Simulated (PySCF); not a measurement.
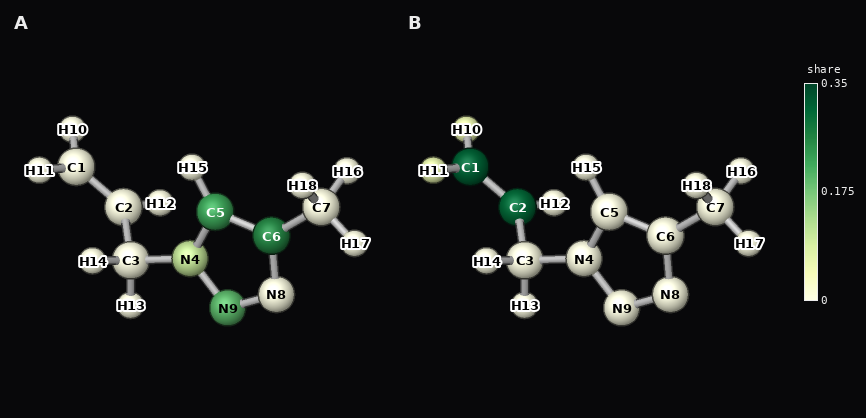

Each panel colours the atoms by their Löwdin share in one orbital (up to four of the largest shares; other atoms are shown as zero). Computed geometry: PBE0-D3(BJ)/def2-SVP optimisation. No frequency run is at hand to confirm it as a minimum. Level of theory: CAM-B3LYP/def2-SVPD (PySCF 2.14.0).

The panels show the HOMO, LUMO, in some order. Which is which?

Answer. A: HOMO, −8.49 eV; C6 0.26, C5 0.22, N9 0.20, N4 0.11
B: LUMO, 0.65 eV; C1 0.31, C2 0.30, H11 0.06, H10 0.06
